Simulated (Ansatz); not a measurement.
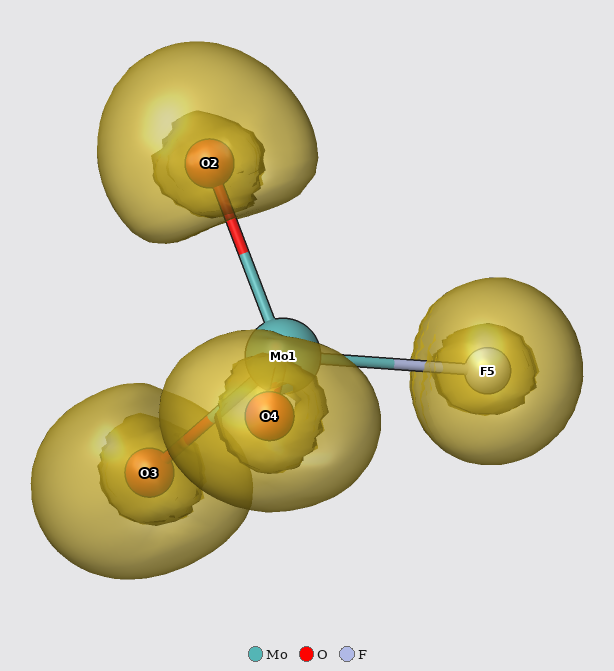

Figure. FMoO3 (doublet). Isosurface of the electron localisation function at 0.75 (yellow), seen at a tilt. Core shells and regions of very low density are left out.

Geometry: r2SCAN-D4/def2-SVPD; ⟨S²⟩ = 0.82, above the pure value of 0.75; core potentials replace the inner electrons of Mo.

Method: Ansatz, UKS PBE0-D4/def2-TZVPD.

Input file:

```
crystal:
  periodic: [false, false, false]
  atoms:
    - {symbol: Mo, position_ang: [-0.013441, -0.023198, -0.009656]}
    - {symbol: O, position_ang: [0.043000, 0.037767, 1.727748]}
    - {symbol: O, position_ang: [1.635859, 0.065531, -0.555086]}
    - {symbol: O, position_ang: [-0.778096, 1.451571, -0.525308]}
    - {symbol: F, position_ang: [-0.887323, -1.531671, -0.637689]}
basis:
  gaussian: {orbitals: def2-TZVPD, initial_orbitals: start.molden}
magnetization: {spin_polarized: true, initial_magnetization: 1}
hamiltonian: {xc: pbe0, dispersion: d4}
scf: {omitted_lower_state_checks: [starts]}
output: {orbitals: {seedname: orbitals}}
```

Launched as:

```sh
ansatz run in.yaml --threads 4 --pin off --events-out ev --progress --plain --max-ram 3916MiB
```

**Where are the electrons localised?**

At this value the surface marks out one region wrapped around F (its valence shell) and three regions wrapped around O (the valence shell of each). Profiles from the grid: Mo–O (1.74 Å): the ELF peaks at about 0.85 in the valence shell of O, 0.5 Å from its nucleus, and is about 0.40 at the midpoint. Mo–F (1.85 Å): the ELF peaks at about 0.80 in the valence shell of F, 0.5 Å from its nucleus, and drops to about 0.25 between the two atoms.
